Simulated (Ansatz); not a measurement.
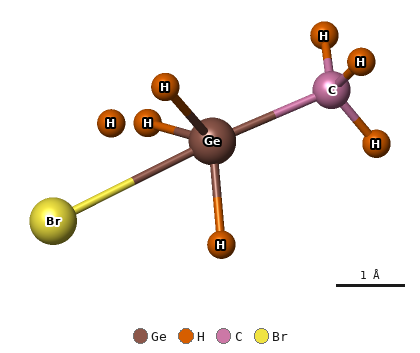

*The input geometry (ball-and-stick view, seen at a tilt). Sticks mark near contacts.*

Bond lengths as drawn: Br–Ge 2.70 Å, C–Ge 1.96 Å, C–H 1.11 Å and Ge–H 1.55 to 1.90 Å.

**Run report: CH7BrGe, geometry relaxation**

System: CH7BrGe.
Method: RKS LDA/def2-SVP (Ansatz 0.2.0).

The input holds or restrains some coordinates. It belongs to a series of runs on one base structure; here: pulled along the bonds that form and break, towards end A.

The program's output:
```
The last accepted step is kept in [file] (removed where the run ends without a failure and the disk answers)
Engine: ansatz 0.2.0, aarch64-unknown-linux-gnu
Functional definition: SPW92
  exchange = slater_x
  correlation = pw_c
1260 factors; their error is unknown
mean field evaluation 1: about -127494.3136 eV, gradient 6.0e1 eV
mean field evaluation 2: about -127474.1412 eV, gradient 9.3e1 eV
mean field evaluation 4: about -127502.0420 eV, gradient 8.0e0 eV
mean field evaluation 8: about -127502.2442 eV, gradient 2.5e-1 eV
mean field evaluation 16: about -127502.1492 eV, gradient 1.9e-4 eV
mean field -127502.14916412 eV, -4685.6175577206 hartree, gradient 6.2e-5 eV, S^2 0.000000; 0 other end points of the search recorded, 0 dependent functions left out
the calculation of the forces begins
reference -127502.14919781 eV, -4685.6175589589 hartree; 40, 40 occupied and 73, 73 virtual orbitals, 1260 factors
relax step   1: F+E_penalty+E_count = -127502.14916412 eV  Δ(F+E_penalty+E_count) = +0.000e0 eV  max|allowed force component| = 1.835e0 eV/Å  E_restraint = 28.60289063 eV  max|allowed force component, restraints' pulls added| = 3.156e1 eV/Å  Δτ_max = 0.0000 Å  (27 SCF iters, accepted)
  distance Ge 0 - Br 8 = 2.7000 Å
  distance H 9 - H 1 = 0.9650 Å
  distance Ge 0 - H 1 = 1.9000 Å
  distance H 9 - Br 8 = 1.9664 Å
these checks for a lower state are left out or cut short: starts, cluster_reference, orbital_swaps, neighbouring_geometries, increment
1260 factors; their error is unknown
mean field -127502.71714959 eV, -4685.6384308018 hartree, gradient 1.6e-5 eV, S^2 0.000000; 0 other end points of the search recorded, 0 dependent functions left out
the calculation of the forces begins
reference -127502.71718326 eV, -4685.6384320392 hartree; 40, 40 occupied and 73, 73 virtual orbitals, 1260 factors
relax step   2: F+E_penalty+E_count = -127502.71714959 eV  Δ(F+E_penalty+E_count) = -5.680e-1 eV  max|allowed force component| = 2.045e0 eV/Å  E_restraint = 13.06039541 eV  max|allowed force component, restraints' pulls added| = 2.119e1 eV/Å  Δτ_max = 0.1951 Å  (33 SCF iters, accepted)
  distance Ge 0 - Br 8 = 2.9608 Å
  distance H 9 - H 1 = 1.2903 Å
  distance Ge 0 - H 1 = 1.8066 Å
  distance H 9 - Br 8 = 1.8177 Å
these checks for a lower state are left out or cut short: starts, cluster_reference, orbital_swaps, neighbouring_geometries, increment
1260 factors; their error is unknown
mean field evaluation 32: about -127503.1059 eV, gradient 3.9e-4 eV
mean field -127503.10585441 eV, -4685.6527154402 hartree, gradient 1.5e-5 eV, S^2 0.000000; 0 other end points of the search recorded, 0 dependent functions left out
the calculation of the forces begins
reference -127503.10588821 eV, -4685.6527166823 hartree; 40, 40 occupied and 73, 73 virtual orbitals, 1260 factors
relax step   3: F+E_penalty+E_count = -127503.10585441 eV  Δ(F+E_penalty+E_count) = -3.887e-1 eV  max|allowed force component| = 4.228e0 eV/Å  E_restraint = 3.95861074 eV  max|allowed force component, restraints' pulls added| = 1.043e1 eV/Å  Δτ_max = 0.1988 Å  (31 SCF iters, accepted)
  distance Ge 0 - Br 8 = 3.1905 Å
  distance H 9 - H 1 = 1.6051 Å
  distance Ge 0 - H 1 = 1.6876 Å
  distance H 9 - Br 8 = 1.6609 Å
these checks for a lower state are left out or cut short: starts, cluster_reference, orbital_swaps, neighbouring_geometries, increment
1260 factors; their error is unknown
mean field -127503.60675554 eV, -4685.6711232172 hartree, gradient 1.0e-5 eV, S^2 0.000000; 0 other end points of the search recorded, 0 dependent functions left out
the calculation of the forces begins
reference -127503.60678978 eV, -4685.6711244758 hartree; 40, 40 occupied and 73, 73 virtual orbitals, 1260 factors
relax step   4: F+E_penalty+E_count = -127503.60675554 eV  Δ(F+E_penalty+E_count) = -5.009e-1 eV  max|allowed force component| = 4.007e0 eV/Å  E_restraint = 0.58432849 eV  max|allowed force component, restraints' pulls added| = 3.218e0 eV/Å  Δτ_max = 0.1948 Å  (28 SCF iters, accepted)
  distance Ge 0 - Br 8 = 3.4108 Å
  distance H 9 - H 1 = 1.8203 Å
  distance Ge 0 - H 1 = 1.5877 Å
  distance H 9 - Br 8 = 1.5629 Å
these checks for a lower state are left out or cut short: starts, cluster_reference, orbital_swaps, neighbouring_geometries, increment
1260 factors; their error is unknown
mean field -127504.01198218 eV, -4685.6860150218 hartree, gradient 1.4e-5 eV, S^2 0.000000; 0 other end points of the search recorded, 0 dependent functions left out
the calculation of the forces begins
reference -127504.01201677 eV, -4685.6860162928 hartree; 40, 40 occupied and 73, 73 virtual orbitals, 1260 factors
relax step   5: F+E_penalty+E_count = -127504.01198218 eV  Δ(F+E_penalty+E_count) = -4.052e-1 eV  max|allowed force component| = 1.146e0 eV/Å  E_restraint = 0.02962310 eV  max|allowed force component, restraints' pulls added| = 9.279e-1 eV/Å  Δτ_max = 0.1999 Å  (27 SCF iters, accepted)
  distance Ge 0 - Br 8 = 3.5609 Å
  distance H 9 - H 1 = 1.8648 Å
  distance Ge 0 - H 1 = 1.5623 Å
  distance H 9 - Br 8 = 1.5334 Å
these checks for a lower state are left out or cut short: starts, cluster_reference, orbital_swaps, neighbouring_geometries, increment
1260 factors; their error is unknown
mean field -127504.17807359 eV, -4685.6921187684 hartree, gradient 1.1e-5 eV, S^2 0.000000; 0 other end points of the search recorded, 0 dependent functions left out
the calculation of the forces begins
reference -127504.17810867 eV, -4685.6921200576 hartree; 40, 40 occupied and 73, 73 virtual orbitals, 1260 factors
relax step   6: F+E_penalty+E_count = -127504.17807359 eV  Δ(F+E_penalty+E_count) = -1.661e-1 eV  max|allowed force component| = 1.013e0 eV/Å  E_restraint = 0.01667071 eV  max|allowed force component, restraints' pulls added| = 2.945e-1 eV/Å  Δτ_max = 0.2000 Å  (26 SCF iters, accepted)
  distance Ge 0 - Br 8 = 3.5950 Å
  distance H 9 - H 1 = 1.8615 Å
  distance Ge 0 - H 1 = 1.5577 Å
  distance H 9 - Br 8 = 1.5180 Å
these checks for a lower state are left out or cut short: starts, cluster_reference, orbital_swaps, neighbouring_geometries, increment
1260 factors; their error is unknown
mean field -127504.19849945 eV, -4685.6928694051 hartree, gradient 8.4e-6 eV, S^2 0.000000; 0 other end points of the search recorded, 0 dependent functions left out
the calculation of the forces begins
reference -127504.19853457 eV, -4685.6928706958 hartree; 40, 40 occupied and 73, 73 virtual orbitals, 1260 factors
relax step   7: F+E_penalty+E_count = -127504.19849945 eV  Δ(F+E_penalty+E_count) = -2.043e-2 eV  max|allowed force component| = 8.861e-1 eV/Å  E_restraint = 0.02549689 eV  max|allowed force component, restraints' pulls added| = 3.512e-1 eV/Å  Δτ_max = 0.1686 Å  (26 SCF iters, accepted)
  distance Ge 0 - Br 8 = 3.6029 Å
  distance H 9 - H 1 = 1.8550 Å
  distance Ge 0 - H 1 = 1.5543 Å
  distance H 9 - Br 8 = 1.5094 Å
these checks for a lower state are left out or cut short: starts, cluster_reference, orbital_swaps, neighbouring_geometries, increment
1260 factors; their error is unknown
mean field evaluation 64: about -127504.3243 eV, gradient 7.1e-2 eV
mean field -127504.23101273 eV, -4685.6940642461 hartree, gradient 1.6e-5 eV, S^2 0.000000; 0 other end points of the search recorded, 0 dependent functions left out
the calculation of the forces begins
reference -127504.23104785 eV, -4685.6940655366 hartree; 40, 40 occupied and 73, 73 virtual orbitals, 1260 factors
relax step   8: F+E_penalty+E_count = -127504.23101273 eV  Δ(F+E_penalty+E_count) = -3.251e-2 eV  max|allowed force component| = 8.614e-1 eV/Å  E_restraint = 0.02802968 eV  max|allowed force component, restraints' pulls added| = 4.332e-2 eV/Å  Δτ_max = 0.0980 Å  (25 SCF iters, accepted)
```

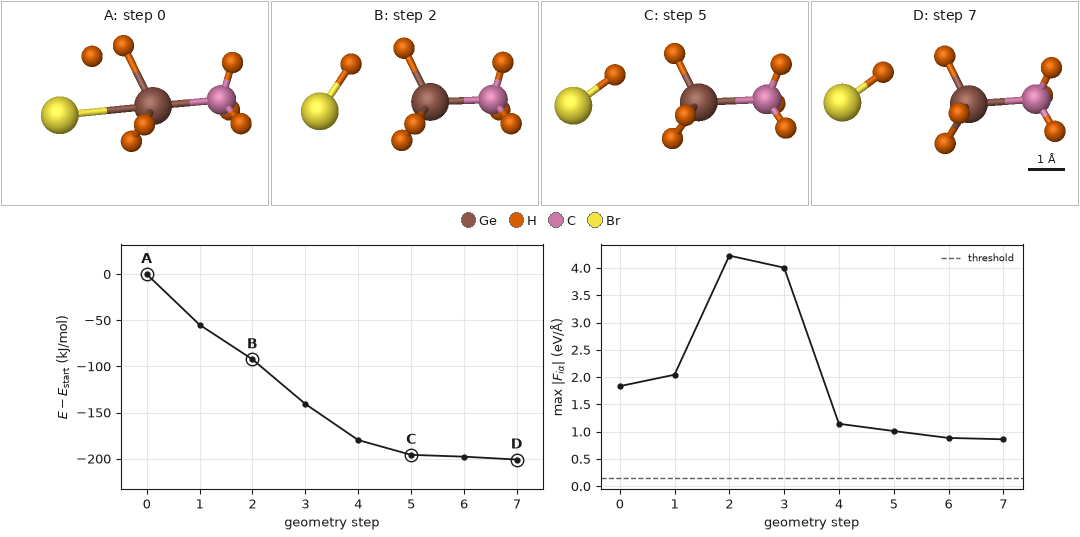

*Frames of the restrained relaxation (ball-and-stick view, seen at a tilt) above the curves, on which the letters mark them (the first geometry is step 0 here and step 1 in the log).*

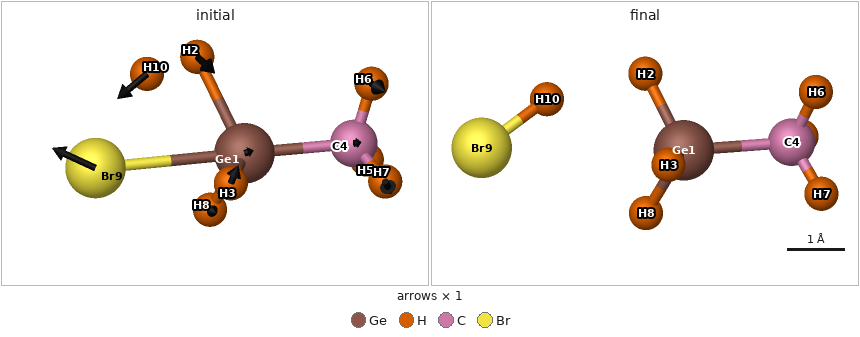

*Before (left) and after (right) the restrained relaxation, at one scale (ball-and-stick view, seen at a tilt). The black arrows give the displacements, at true length.*

Over 7 geometry steps the energy falls by 200.9 kJ/mol. The largest force component goes from 1.8 to 0.86 eV/Å. The atom that moves furthest after the best rigid fit is Br9 (0.85 Å). By element the largest moves are Br 0.85 Å, H 0.70 Å, Ge 0.17 Å, C 0.14 Å. Among the contacts that change: Ge1–Br9 2.700 → 3.604 Å, Br9–H10 1.966 → 1.508 Å, Ge1–H2 1.900 → 1.554 Å, Ge1–C4 1.959 → 1.936 Å. New bonds form: Br9–H10 (1.97 → 1.51 Å). Bonds break: Ge1–Br9 (2.70 → 3.60 Å). Among the angles that change: H3–Ge1–C4 109.5° → 111.6°. (Atoms are counted from 1 in the order of the input.)

```
  distance Ge 0 - Br 8 = 3.6045 Å
  distance H 9 - H 1 = 1.8550 Å
  distance Ge 0 - H 1 = 1.5544 Å
  distance H 9 - Br 8 = 1.5075 Å
1260 factors; their error is unknown
mean field -127504.23101273 eV, -4685.6940642461 hartree, gradient 1.6e-5 eV, S^2 0.000000; 1 other end points of the search recorded, 0 dependent functions left out
the calculation of the forces begins
reference -127504.23104785 eV, -4685.6940655366 hartree; 40, 40 occupied and 73, 73 virtual orbitals, 1260 factors
Total energy: -127504.23104785 eV, -4685.6940655366 hartree
Atom 0 at    -0.041821     0.167398    -0.026069 Å, force    -0.019855     0.069886    -0.145384 eV/Å
Atom 1 at    -0.262121     0.068059     1.509479 Å, force     0.052588    -0.110649     0.120322 eV/Å
Atom 2 at     1.475258     0.298956    -0.269198 Å, force    -0.003344     0.003484     0.005577 eV/Å
Atom 3 at    -1.007070     1.710903    -0.685442 Å, force     0.004844     0.004452     0.004055 eV/Å
Atom 4 at    -2.098886     1.560782    -0.574043 Å, force    -0.033803    -0.007773     0.004441 eV/Å
Atom 5 at    -0.715131     2.619196    -0.122074 Å, force     0.020328     0.022447     0.006651 eV/Å
Atom 6 at    -0.778283     1.871351    -1.758240 Å, force    -0.001705    -0.004833    -0.020004 eV/Å
Atom 7 at    -0.559651    -1.142005    -0.654500 Å, force     0.003084     0.005350    -0.000783 eV/Å
Atom 8 at     1.654364    -2.624010     1.498168 Å, force    -0.635084     0.861408     0.292647 eV/Å
Atom 9 at     0.785840    -1.432432     1.811919 Å, force     0.612947    -0.843772    -0.267522 eV/Å
Dipole moment:    -0.253408     0.392606    -0.114606 e Å
```

Trajectory as extended XYZ (Å, eV, eV/Å), 8 frames, from step=1 to step=8:
```
10
Properties=species:S:1:pos:R:3:forces:R:3 step=1 energy=-127502.14916
Ge    0.0000    0.0000    0.0000    0.1988  -0.1227  -0.8999
H     0.0000    0.0000    1.9000   -0.3094   0.4694  -0.7785
H     1.4616    0.0000   -0.5162   -0.2456   0.7031   0.1081
C    -0.9232    1.5994   -0.6527   -0.3595   0.1741   0.8939
H    -1.9758    1.3458   -0.8971    0.0130   0.0344   0.0919
H    -0.9048    2.3840    0.1322   -0.1099   0.2142  -0.1839
H    -0.4128    1.9760   -1.5636    0.2096  -0.1503   0.0716
H    -0.7300   -1.2648   -0.5162   -0.3799   0.3788   0.1918
Br    1.4092   -2.1399    0.8514    0.4759  -0.9560   1.8348
H     0.5283   -0.8023    1.9922    0.5070  -0.7449  -1.3297
10
Properties=species:S:1:pos:R:3:forces:R:3 step=2 energy=-127502.71715
Ge   -0.0693    0.1061    0.0071    1.2528  -1.8144   0.2894
H    -0.0723    0.1098    1.8137    0.0842  -0.1486  -1.4998
H     1.4505    0.0079   -0.5121   -0.9072   0.4761   0.5725
C    -0.9339    1.6152   -0.6525   -0.7121   1.0005  -0.1782
H    -1.9778    1.3465   -0.8967   -0.1545   0.1962  -0.0030
H    -0.9065    2.3888    0.1321   -0.1513   0.4050  -0.0660
H    -0.4111    1.9750   -1.5631   -0.0088   0.0133   0.0575
H    -0.7312   -1.2540   -0.5119    0.0489   0.8279   0.5416
Br    1.4708   -2.2355    0.9617   -0.3609   0.4162   2.0447
H     0.6333   -0.9616    1.9516    0.9088  -1.3722  -1.7589
10
Properties=species:S:1:pos:R:3:forces:R:3 step=3 energy=-127503.10585
Ge   -0.1319    0.2012    0.0231    2.6744  -4.2276   0.8308
H    -0.1341    0.2030    1.7108    0.0439  -0.1073  -1.2559
H     1.4316    0.0115   -0.4989   -1.2980   0.5240   0.6823
C    -0.9478    1.6374   -0.6620   -1.2474   2.1185  -0.8478
H    -1.9828    1.3515   -0.8988   -0.3440   0.3095  -0.1005
H    -0.9094    2.3963    0.1308   -0.2392   0.5960  -0.0730
H    -0.4126    1.9786   -1.5655   -0.0740   0.1524  -0.0849
H    -0.7258   -1.2384   -0.5004    0.1608   1.2014   0.6168
Br    1.5241   -2.3172    1.0694   -0.8059   1.1483   1.7472
H     0.7413   -1.1258    1.9216    1.1294  -1.7154  -1.5151
10
Properties=species:S:1:pos:R:3:forces:R:3 step=4 energy=-127503.60676
Ge   -0.1575    0.2370    0.0142    2.5443  -4.0066   0.5070
H    -0.1601    0.2401    1.6019    0.0210  -0.0864  -0.3437
H     1.3809    0.0316   -0.4730   -0.9292   0.4547   0.4918
C    -0.9728    1.6792   -0.6799   -0.9770   1.6743  -0.6506
H    -2.0017    1.3728   -0.9069   -0.4133   0.3817  -0.1638
H    -0.9224    2.4253    0.1242   -0.2691   0.6182  -0.1247
H    -0.4213    1.9955   -1.5764   -0.1042   0.2918  -0.2360
H    -0.7202   -1.1916   -0.4784    0.0149   0.8804   0.4127
Br    1.5987   -2.4322    1.2077   -0.8029   1.1851   1.0620
H     0.8290   -1.2594    1.8967    0.9155  -1.3933  -0.9546
10
Properties=species:S:1:pos:R:3:forces:R:3 step=5 energy=-127504.01198
Ge   -0.1262    0.1952   -0.0395    0.4666  -1.1057   0.9405
H    -0.1274    0.1807    1.5227   -0.0059  -0.0338   0.0576
H     1.3145    0.0855   -0.4336    0.8346   0.1185  -0.2094
C    -0.9891    1.7044   -0.6934   -0.4634   0.7342  -0.2252
H    -2.0324    1.4283   -0.9219   -0.1852   0.2540  -0.0899
H    -0.9464    2.4750    0.0962   -0.1326   0.2822  -0.1256
H    -0.4570    2.0392   -1.5993   -0.1105   0.2227  -0.1652
H    -0.7357   -1.1232   -0.4520   -0.3999  -0.4616  -0.1861
Br    1.6696   -2.5443    1.3573   -0.7525   1.1353   0.6425
H     0.8826   -1.3425    1.8936    0.7488  -1.1457  -0.6392
10
Properties=species:S:1:pos:R:3:forces:R:3 step=6 energy=-127504.17807
Ge   -0.0897    0.1728    0.0246    0.0386  -0.0491  -0.1902
H    -0.2094    0.1274    1.5770    0.0042  -0.0191   0.0713
H     1.4208    0.1440   -0.2792    0.0347   0.1612  -0.0330
C    -1.0070    1.7247   -0.7071   -0.1123   0.1751   0.0263
H    -2.1027    1.5232   -0.8033    0.2945   0.0445   0.0436
H    -0.8673    2.6060   -0.0325   -0.0223  -0.2300  -0.1996
H    -0.6013    1.9846   -1.7162   -0.0908  -0.1224   0.2639
H    -0.6464   -1.1760   -0.4724   -0.1295   0.0419  -0.0692
Br    1.6884   -2.6242    1.4173   -0.6752   1.0107   0.3205
H     0.8671   -1.3844    1.7217    0.6581  -1.0126  -0.2337
10
Properties=species:S:1:pos:R:3:forces:R:3 step=7 energy=-127504.19850
Ge   -0.0300    0.1437   -0.0424   -0.2885   0.3544   0.1858
H    -0.2470    0.1216    1.4966    0.1507  -0.2729   0.1726
H     1.4750    0.2794   -0.3074    0.0916  -0.0384  -0.0498
C    -1.0046    1.7021   -0.6518    0.1184  -0.1244  -0.2191
H    -2.0940    1.5342   -0.6352   -0.1903  -0.0963   0.0570
H    -0.7786    2.6139   -0.0735    0.1304   0.0545   0.1689
H    -0.7023    1.8756   -1.6964   -0.0142   0.1550  -0.3086
H    -0.6123   -1.1532   -0.6233    0.0353  -0.0599  -0.0644
Br    1.6447   -2.6283    1.5362   -0.6055   0.8861   0.1824
H     0.8016   -1.3910    1.7273    0.5719  -0.8582  -0.1249
10
Properties=species:S:1:pos:R:3:forces:R:3 step=8 energy=-127504.23101
Ge   -0.0418    0.1674   -0.0261   -0.0199   0.0699  -0.1454
H    -0.2621    0.0681    1.5095    0.0526  -0.1106   0.1203
H     1.4753    0.2990   -0.2692   -0.0033   0.0035   0.0056
C    -1.0071    1.7109   -0.6854    0.0048   0.0045   0.0041
H    -2.0989    1.5608   -0.5740   -0.0338  -0.0078   0.0044
H    -0.7151    2.6192   -0.1221    0.0203   0.0224   0.0067
H    -0.7783    1.8714   -1.7582   -0.0017  -0.0048  -0.0200
H    -0.5597   -1.1420   -0.6545    0.0031   0.0053  -0.0008
Br    1.6544   -2.6240    1.4982   -0.6351   0.8614   0.2926
H     0.7858   -1.4324    1.8119    0.6129  -0.8438  -0.2675
```

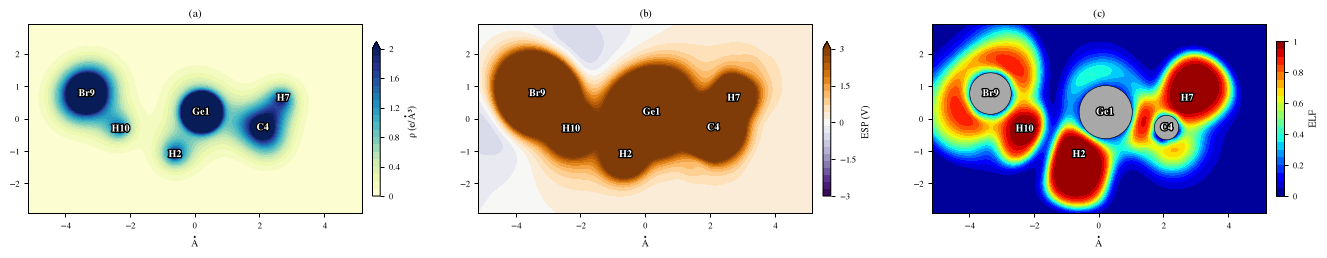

*(a) total electron density; (b) molecular electrostatic potential; (c) electron localisation function on the plane of atoms H2, Ge1 and C4. Grey discs, where drawn, cover atomic cores.*

Atoms in the plane: Ge, H, C and Br. C–Ge (1.94 Å): ρ is about 0.89 e/Å³ halfway; the ELF peaks at about 0.90 in the valence shell of C, 0.7 Å from its nucleus, and is about 0.65 at the midpoint. Br–H (1.51 Å): ρ at the midpoint is about 1.4 e/Å³, with its minimum of 1.1 e/Å³ about 1.0 Å from Br; the ELF climbs to about 1 towards the hydrogen.

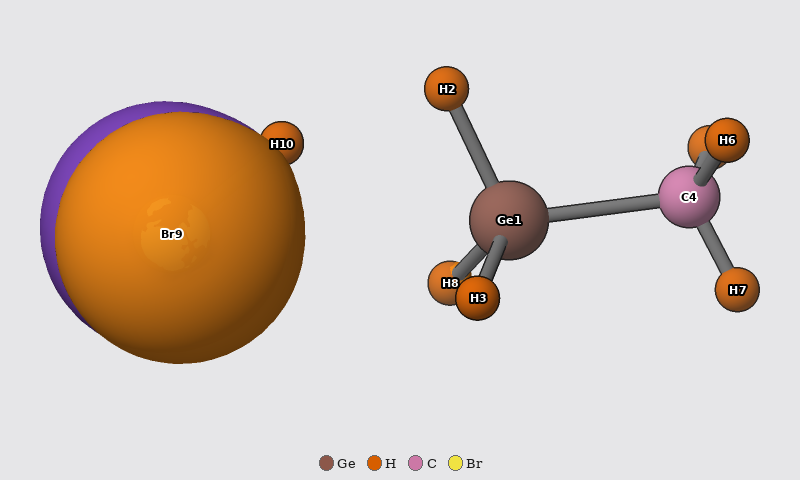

*The HOMO at ±0.1 Å⁻³ᐟ² (orange and purple are the two phases), seen face on.*

Its energy is −6.91 eV.

This output came from the following input.

Input:
```yaml
crystal:
  periodic: [false, false, false]
  atoms:
    - { symbol: Ge, position_ang: [0.0, 0.0, 0.0] }
    - { symbol: H, position_ang: [0.0, 0.0, 1.9] }
    - { symbol: H, position_ang: [1.4616, 0.0, -0.5162] }
    - { symbol: C, position_ang: [-0.9232, 1.5994, -0.6527] }
    - { symbol: H, position_ang: [-1.9758, 1.3458, -0.8971] }
    - { symbol: H, position_ang: [-0.9048, 2.384, 0.1322] }
    - { symbol: H, position_ang: [-0.4128, 1.976, -1.5636] }
    - { symbol: H, position_ang: [-0.73, -1.2648, -0.5162] }
    - { symbol: Br, position_ang: [1.4092, -2.1399, 0.8514] }
    - { symbol: H, position_ang: [0.5283, -0.8023, 1.9922] }
basis:
  gaussian: { orbitals: def2-SVP }
hamiltonian:
  xc: lda
relax:
  f_tol: 0.15
  max_steps: 25
  restrain:
    - { distance: [0, 8], at: 3.6, k: 30.0 }
    - { distance: [9, 1], at: 1.86, k: 30.0 }
    - { distance: [0, 1], at: 1.55, k: 30.0 }
    - { distance: [9, 8], at: 1.55, k: 30.0 }
output:
  orbitals: {}
```

Launched with:
```bash
ansatz run input.yaml --threads 4 --pin off --max-ram 5120MiB --backend cpu --events-out ev --progress --plain --runs-dir out
```

Results in brief:

| quantity | value |
| --- | --- |
| outcome | converged under the restraints of the input |
| total energy | −127504.2310 eV |
| mean-field energy | −127504.2310 eV |
| largest force (length of the vector) at the end, held atoms and coordinates included | 1.110 eV/Å |
| hardware | 4 threads of Arm Neoverse V1, 24 GiB of memory available, shared host |
| wall time | 7.6 s (CPU time 27 s) |
| peak memory | 0.17 GiB |
